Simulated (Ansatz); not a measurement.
## Geometry relaxation, with input and output: Si$_{2}$PH$_{9}$ (part 1 of 2)

Si$_{2}$PH$_{9}$, computed with RKS PBE-D4/cc-pVDZ (Ansatz 0.2.0).

Figures and captions count atoms from 1; the log counts them from 0 in places.

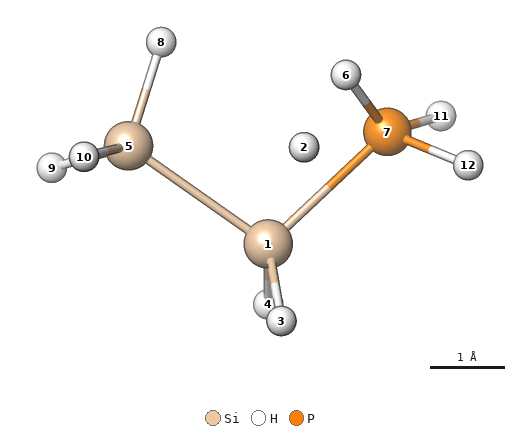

Fig. 1: The input geometry (ball-and-stick view, seen at a tilt; atoms are numbered from 1 in the order of the input). Bond lengths as drawn: H–P 1.41 to 1.50 Å, H–Si 1.49 to 1.51 Å, P–Si 2.30 Å and Si–Si 2.33 Å.

**Results in brief**

```tsv
quantity	value
outcome	converged
total energy	−25176.6010 eV
mean-field energy	−25176.3339 eV
dispersion energy	−0.2671 eV
SCF solution under orbital rotations	stable
largest force (length of the vector) at the end	0.027 eV/Å
dipole moment	0.65 D
hardware	4 threads of Intel Xeon @ 2.50GHz, 15 GiB of memory available, shared host
wall time	31 s (CPU time 1.8 min)
peak memory	0.54 GiB
```

**Input**
```yaml
crystal:
  periodic: [false, false, false]
  atoms:
    - {symbol: Si, position_ang: [-0.412100, -0.319999, -0.891302]}
    - {symbol: H, position_ang: [1.348223, 0.095553, -0.328703]}
    - {symbol: H, position_ang: [0.148017, -0.898624, -2.145533]}
    - {symbol: H, position_ang: [-1.866192, -0.143739, -1.253215]}
    - {symbol: Si, position_ang: [-0.170923, -1.562747, 1.060282]}
    - {symbol: H, position_ang: [1.249845, 1.170892, 0.438783]}
    - {symbol: P, position_ang: [0.033185, 1.811933, -0.164028]}
    - {symbol: H, position_ang: [0.313187, -0.627708, 2.114890]}
    - {symbol: H, position_ang: [-1.426337, -2.202510, 1.546594]}
    - {symbol: H, position_ang: [0.845810, -2.624474, 0.842167]}
    - {symbol: H, position_ang: [-0.829032, 2.962675, 0.025226]}
    - {symbol: H, position_ang: [0.766218, 2.338747, -1.245162]}
basis:
  gaussian: {orbitals: cc-pVDZ}
hamiltonian: {xc: pbe, dispersion: d4}
relax: {f_tol: 0.03, max_steps: 60, escape_saddle: false}
```

Command:
```bash
ansatz run in.yaml --threads 4 --pin off --events-out ev --progress --plain --max-ram 9574MiB
```

**Output**
```
Functional definition: PBE
  name "PBE"
  cite "Perdew, Burke & Ernzerhof, Phys. Rev. Lett. 77, 3865 (1996) doi:10.1103/PhysRevLett.77.3865"
  parent pbe
  parameter kappa = 0.804
  parameter beta = 0.06672455060314922
  exchange = pbe_x(kappa = kappa, mu = beta*pi^2/3)
  correlation = pbe_c(beta = beta)
1260 factors; their error is unknown
mean field evaluation 1: about -25172.2642 eV, gradient 1.9e1 eV
mean field evaluation 2: about -25170.4627 eV, gradient 2.8e1 eV
mean field evaluation 4: about -25174.0388 eV, gradient 1.7e0 eV
mean field evaluation 8: about -25174.0527 eV, gradient 2.3e-2 eV
mean field evaluation 16: about -25174.0265 eV, gradient 2.8e-5 eV
mean field -25174.02654905 eV, -925.1284121096 hartree, gradient 2.8e-5 eV, S^2 0.000000; 0 other end points of the search recorded, 0 dependent functions left out
the calculation of the forces begins
reference -25174.02659185 eV, -925.1284136824 hartree; 26, 26 occupied and 73, 73 virtual orbitals, 1260 factors
relax step   1: F+E_penalty+E_count = -25174.33746591 eV  Δ(F+E_penalty+E_count) = +0.000e0 eV  max|allowed force component| = 5.097e-1 eV/Å  Δτ_max = 0.0000 Å  (26 SCF iters, accepted)
these checks for a lower state are left out or cut short: starts, cluster_reference, orbital_swaps, neighbouring_geometries, increment
1260 factors; their error is unknown
mean field -25174.10113694 eV, -925.1311531638 hartree, gradient 9.1e-6 eV, S^2 0.000000; 0 other end points of the search recorded, 0 dependent functions left out
[... from here on the field's lines of each further geometry are left out, up to the last ...]
relax step   2: F+E_penalty+E_count = -25174.41249148 eV  Δ(F+E_penalty+E_count) = -7.503e-2 eV  max|allowed force component| = 6.372e-1 eV/Å  Δτ_max = 0.1141 Å  (29 SCF iters, accepted)
relax step   3: F+E_penalty+E_count = -25174.54997366 eV  Δ(F+E_penalty+E_count) = -1.375e-1 eV  max|allowed force component| = 1.308e0 eV/Å  Δτ_max = 0.1093 Å  (28 SCF iters, accepted)
relax step   4: F+E_penalty+E_count = -25174.80372052 eV  Δ(F+E_penalty+E_count) = -2.537e-1 eV  max|allowed force component| = 1.805e0 eV/Å  Δτ_max = 0.1046 Å  (27 SCF iters, accepted)
relax step   5: F+E_penalty+E_count = -25175.23853634 eV  Δ(F+E_penalty+E_count) = -4.348e-1 eV  max|allowed force component| = 2.251e0 eV/Å  Δτ_max = 0.1955 Å  (28 SCF iters, accepted)
relax step   6: F+E_penalty+E_count = -25175.60256370 eV  Δ(F+E_penalty+E_count) = -3.640e-1 eV  max|allowed force component| = 1.633e0 eV/Å  Δτ_max = 0.1914 Å  (27 SCF iters, accepted)
relax step   7: F+E_penalty+E_count = -25176.10037381 eV  Δ(F+E_penalty+E_count) = -4.978e-1 eV  max|allowed force component| = 7.975e-1 eV/Å  Δτ_max = 0.1933 Å  (27 SCF iters, accepted)
relax step   8: F+E_penalty+E_count = -25176.29689051 eV  Δ(F+E_penalty+E_count) = -1.965e-1 eV  max|allowed force component| = 6.160e-1 eV/Å  Δτ_max = 0.2000 Å  (26 SCF iters, accepted)
relax step   9: F+E_penalty+E_count = -25176.41228243 eV  Δ(F+E_penalty+E_count) = -1.154e-1 eV  max|allowed force component| = 8.549e-1 eV/Å  Δτ_max = 0.1941 Å  (24 SCF iters, accepted)
relax step  10: F+E_penalty+E_count = -25176.47490768 eV  Δ(F+E_penalty+E_count) = -6.263e-2 eV  max|allowed force component| = 2.194e-1 eV/Å  Δτ_max = 0.1999 Å  (25 SCF iters, accepted)
relax step  11: F+E_penalty+E_count = -25176.51255050 eV  Δ(F+E_penalty+E_count) = -3.764e-2 eV  max|allowed force component| = 9.317e-2 eV/Å  Δτ_max = 0.2000 Å  (26 SCF iters, accepted)
relax step  12: F+E_penalty+E_count = -25176.51351311 eV  Δ(F+E_penalty+E_count) = -9.626e-4 eV  max|allowed force component| = 2.113e-1 eV/Å  Δτ_max = 0.2000 Å  (26 SCF iters, accepted)
relax step  13: F+E_penalty+E_count = -25176.53336948 eV  Δ(F+E_penalty+E_count) = -1.986e-2 eV  max|allowed force component| = 1.613e-1 eV/Å  Δτ_max = 0.1999 Å  (25 SCF iters, accepted)
relax step  14: F+E_penalty+E_count = -25176.55362431 eV  Δ(F+E_penalty+E_count) = -2.025e-2 eV  max|allowed force component| = 9.720e-2 eV/Å  Δτ_max = 0.2000 Å  (25 SCF iters, accepted)
relax step  15: F+E_penalty+E_count = -25176.56345273 eV  Δ(F+E_penalty+E_count) = -9.828e-3 eV  max|allowed force component| = 2.548e-1 eV/Å  Δτ_max = 0.1755 Å  (25 SCF iters, accepted)
relax step  16: F+E_penalty+E_count = -25176.55300877 eV  Δ(F+E_penalty+E_count) = +1.044e-2 eV  max|allowed force component| = 7.592e-1 eV/Å  Δτ_max = 0.1967 Å  (26 SCF iters, rejected (line search))
relax step  17: F+E_penalty+E_count = -25176.57555017 eV  Δ(F+E_penalty+E_count) = -1.210e-2 eV  max|allowed force component| = 1.216e-1 eV/Å  Δτ_max = 0.0984 Å  (26 SCF iters, accepted)
relax step  18: F+E_penalty+E_count = -25176.58337237 eV  Δ(F+E_penalty+E_count) = -7.822e-3 eV  max|allowed force component| = 1.257e-1 eV/Å  Δτ_max = 0.0975 Å  (25 SCF iters, accepted)
relax step  19: F+E_penalty+E_count = -25176.58618073 eV  Δ(F+E_penalty+E_count) = -2.808e-3 eV  max|allowed force component| = 2.397e-1 eV/Å  Δτ_max = 0.1482 Å  (25 SCF iters, accepted)
relax step  20: F+E_penalty+E_count = -25176.58447404 eV  Δ(F+E_penalty+E_count) = +1.707e-3 eV  max|allowed force component| = 4.917e-1 eV/Å  Δτ_max = 0.2000 Å  (26 SCF iters, rejected (line search))
relax step  21: F+E_penalty+E_count = -25176.59699563 eV  Δ(F+E_penalty+E_count) = -1.081e-2 eV  max|allowed force component| = 4.564e-2 eV/Å  Δτ_max = 0.1000 Å  (26 SCF iters, accepted)
relax step  22: F+E_penalty+E_count = -25176.59979163 eV  Δ(F+E_penalty+E_count) = -2.796e-3 eV  max|allowed force component| = 1.329e-2 eV/Å  Δτ_max = 0.0776 Å  (24 SCF iters, accepted)
relax step  23: F+E_penalty+E_count = -25176.59985740 eV  Δ(F+E_penalty+E_count) = -6.577e-5 eV  max|allowed force component| = 2.140e-1 eV/Å  Δτ_max = 0.0978 Å  (24 SCF iters, accepted)
relax step  24: F+E_penalty+E_count = -25176.60090648 eV  Δ(F+E_penalty+E_count) = -1.049e-3 eV  max|allowed force component| = 5.201e-2 eV/Å  Δτ_max = 0.0284 Å  (26 SCF iters, accepted)
the calculation of the forces begins
reference -25176.33385366 eV, -925.2132039899 hartree; 26, 26 occupied and 73, 73 virtual orbitals, 1260 factors
relax step  25: F+E_penalty+E_count = -25176.60095940 eV  Δ(F+E_penalty+E_count) = -5.292e-5 eV  max|allowed force component| = 2.556e-2 eV/Å  Δτ_max = 0.0245 Å  (21 SCF iters, accepted)
1260 factors; their error is unknown
mean field evaluation 192: about -25176.3609 eV, gradient 1.1e-1 eV
```

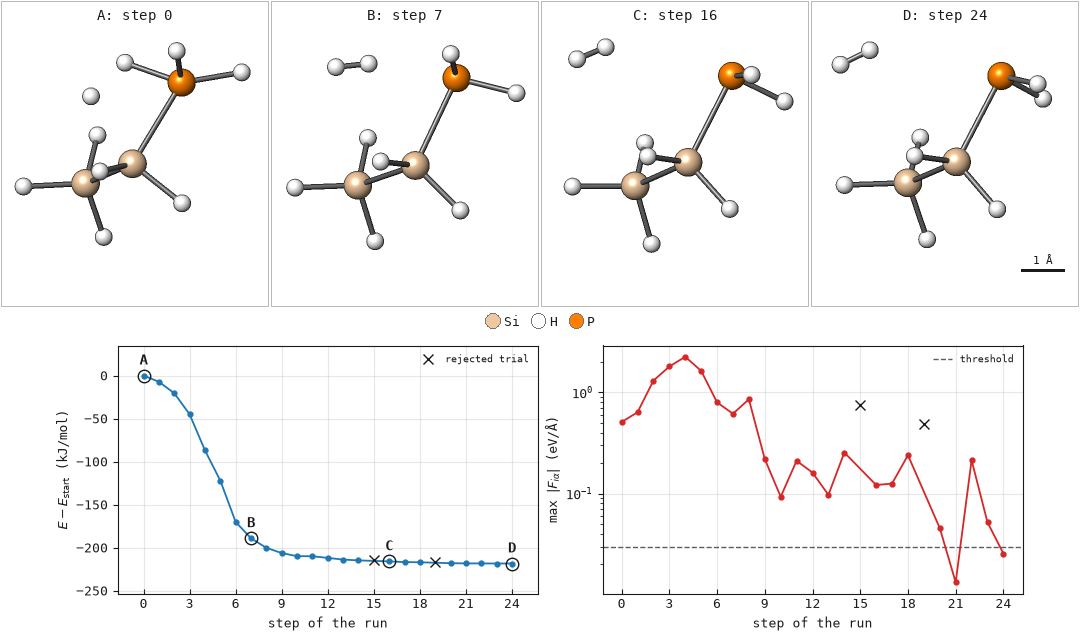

Fig. 2: Frames of the relaxation (ball-and-stick view, seen at a tilt) above the curves, on which the letters mark them (the first geometry is step 0 here and step 1 in the log).

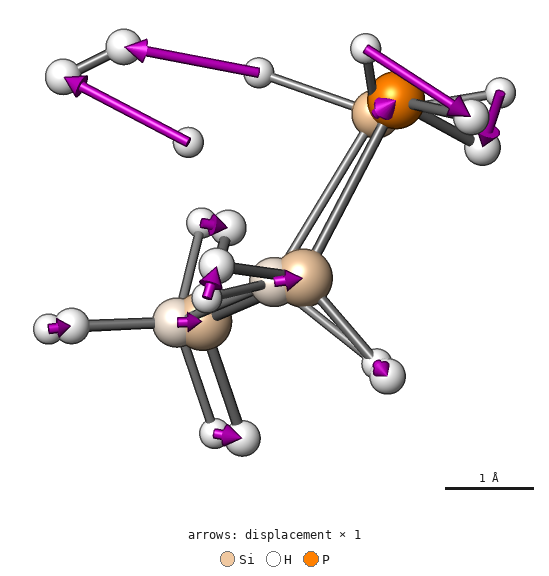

Fig. 3: Start (faint) and end (solid) with the displacements as pink arrows, at true length (ball-and-stick view, seen at a tilt). The two geometries are laid on each other by the best rigid fit. The atom that moves furthest after the best rigid fit is H2 (1.67 Å). By element the largest moves are H 1.67 Å, P 0.40 Å, Si 0.33 Å. Distances before and after: H6–P7 1.502 → 3.196 Å, H2–H6 1.325 → 0.771 Å, Si1–Si5 2.326 → 2.367 Å, P7–H12 1.408 → 1.447 Å. New bonds form: H2–H6 (1.32 → 0.77 Å). Bonds break: H6–P7 (1.50 → 3.20 Å). Among the angles that change: Si1–P7–H11 131.5° → 93.0°, H3–Si1–P7 123.6° → 107.4°, H4–Si1–P7 98.9° → 112.6°. Over 24 geometry steps the energy falls by 218.4 kJ/mol. Largest force component: 0.51 eV/Å at the start, 0.026 eV/Å at the end. The line search rejected the trial steps at points 15, 19 (counted from 0) and went back. (Atoms are counted from 1 in the order of the input.)

```
mean field -25176.33381103 eV, -925.2132024233 hartree, gradient 7.4e-6 eV, S^2 0.000000; 1 other end points of the search recorded, 0 dependent functions left out
the calculation of the forces begins
reference -25176.33385366 eV, -925.2132039899 hartree; 26, 26 occupied and 73, 73 virtual orbitals, 1260 factors
Total energy: -25176.60100203 eV, -925.2230215115 hartree
Atom 0 at    -0.600289    -0.051794    -0.920959 Å, force    -0.006528     0.005344    -0.007774 eV/Å
Atom 1 at     2.829147    -0.370119     0.297104 Å, force    -0.005534     0.013748    -0.000834 eV/Å
Atom 2 at     0.348192    -0.537739    -1.992375 Å, force     0.000239     0.011029     0.005318 eV/Å
Atom 3 at    -2.008727    -0.159221    -1.462139 Å, force     0.003165    -0.007750     0.002496 eV/Å
Atom 4 at    -0.364460    -1.367607     1.031955 Å, force    -0.006607    -0.004260     0.016014 eV/Å
Atom 5 at     2.571884     0.356108     0.269814 Å, force     0.002044    -0.012695     0.000888 eV/Å
Atom 6 at    -0.012542     2.109012    -0.412505 Å, force     0.025563    -0.009911    -0.001832 eV/Å
Atom 7 at     0.019589    -0.491260     2.201054 Å, force    -0.001354     0.000718    -0.006903 eV/Å
Atom 8 at    -1.668489    -2.055227     1.363044 Å, force     0.007543     0.003533    -0.002708 eV/Å
Atom 9 at     0.702818    -2.419973     0.854122 Å, force    -0.003416     0.000442    -0.003223 eV/Å
Atom 10 at    -1.204078     2.326404     0.378139 Å, force    -0.004427    -0.002442    -0.006297 eV/Å
Atom 11 at    -0.613143     2.661415    -1.607256 Å, force    -0.010688     0.002244     0.004855 eV/Å
Dipole moment:    -0.123858     0.004827    -0.053681 e Å
```

**Trajectory as extended XYZ (Å, eV, eV/Å), 18 of the 25 frames kept, from step=1 to step=25**
```
12
Properties=species:S:1:pos:R:3:forces:R:3 step=1 energy=-25174.33747
Si   -0.4121   -0.3200   -0.8913   -0.0020  -0.1451   0.0853
H     1.3482    0.0956   -0.3287    0.2737  -0.0542   0.1047
H     0.1480   -0.8986   -2.1455    0.1720  -0.1682  -0.3650
H    -1.8662   -0.1437   -1.2532   -0.4061   0.0513  -0.0908
Si   -0.1709   -1.5627    1.0603   -0.0538   0.0492  -0.1350
H     1.2498    1.1709    0.4388    0.4156  -0.2861   0.0301
P     0.0332    1.8119   -0.1640   -0.3238   0.0348   0.4558
H     0.3132   -0.6277    2.1149    0.1176   0.2369   0.2703
H    -1.4263   -2.2025    1.5466   -0.3365  -0.1683   0.1291
H     0.8458   -2.6245    0.8422    0.2701  -0.2799  -0.0612
H    -0.8290    2.9627    0.0252   -0.4034   0.5097  -0.0060
H     0.7662    2.3387   -1.2452    0.2766   0.2200  -0.4174
12
Properties=species:S:1:pos:R:3:forces:R:3 step=2 energy=-25174.41249
Si   -0.4059   -0.3147   -0.8849   -0.2399  -0.1055   0.0121
H     1.4177    0.0362   -0.2603   -0.0630   0.4890   0.1433
H     0.1593   -0.8968   -2.1569    0.0880   0.0086  -0.0680
H    -1.8799   -0.1316   -1.2429   -0.0812  -0.0331  -0.0356
Si   -0.1780   -1.5930    1.0697    0.0097   0.0691  -0.0385
H     1.2706    1.1746    0.3699    0.5486  -0.6372   0.0517
P     0.0178    1.8578   -0.1678   -0.1541   0.2095   0.1249
H     0.3127   -0.6507    2.1370    0.0224   0.0441   0.0891
H    -1.4485   -2.2386    1.5600   -0.1000  -0.0434   0.0120
H     0.8493   -2.6651    0.8414    0.0696  -0.0703  -0.0194
H    -0.8588    3.0288    0.0056   -0.1772   0.0190  -0.0681
H     0.7436    2.3932   -1.2708    0.0771   0.0502  -0.2033
12
Properties=species:S:1:pos:R:3:forces:R:3 step=4 energy=-25174.80372
Si   -0.4377   -0.2955   -0.8667   -1.0682   0.2946  -0.2793
H     1.5560    0.1302   -0.1569    0.1112   1.0550   0.4450
H     0.1715   -0.8562   -2.1589    0.0130   0.2459   0.3538
H    -1.9402   -0.1335   -1.2273    0.3905  -0.1856   0.0991
Si   -0.1947   -1.6259    1.0853    0.1586   0.0288   0.1232
H     1.3587    1.0635    0.2502    1.2408  -1.8048  -0.1597
P     0.0362    1.9061   -0.1443   -0.6830   1.1052  -0.1506
H     0.3030   -0.6837    2.1818   -0.0986  -0.2122  -0.1765
H    -1.4929   -2.2813    1.5636    0.2468   0.1576  -0.1697
H     0.8476   -2.7136    0.8381   -0.2090   0.2004   0.0603
H    -0.9338    3.0590   -0.0547    0.0349  -0.6911  -0.3456
H     0.7261    2.4308   -1.3102   -0.1370  -0.1939   0.1998
```
